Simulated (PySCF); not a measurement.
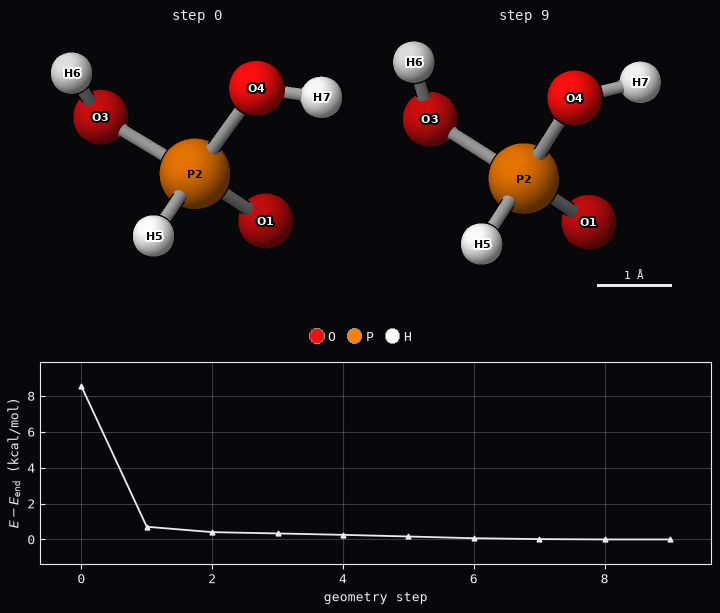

First and last geometry of a relaxation of PH$_{3}$O$_{3}$, with the history of the run. Style: ball-and-stick. Shown from a free direction.

The start comes from GFN2-xTB. Its atoms were then displaced at random by about 0.03 Å.

The calculation used PBE0-D3(BJ)/def2-SVP geometry optimisation, gas phase in PySCF. 

**Read the history and describe the run.**

It converged. After 9 geometry steps the energy has fallen by 8.54 kcal/mol. The largest move after the best rigid fit is that of H6, 0.26 Å. By element the largest moves are H 0.26 Å, O 0.21 Å, P 0.07 Å. Among the contacts that change: O4–H7 0.895 → 0.967 Å, P2–O4 1.687 → 1.624 Å, P2–H5 1.370 → 1.411 Å, O1–P2 1.491 → 1.473 Å. Bond angles that change, for instance: O1–P2–O4 108.2° → 115.8°, O4–P2–H5 105.5° → 101.2°, O3–P2–O4 105.7° → 102.7°. Groups turn about P2–O4 by about 25°, P2–O3 by about 20°.
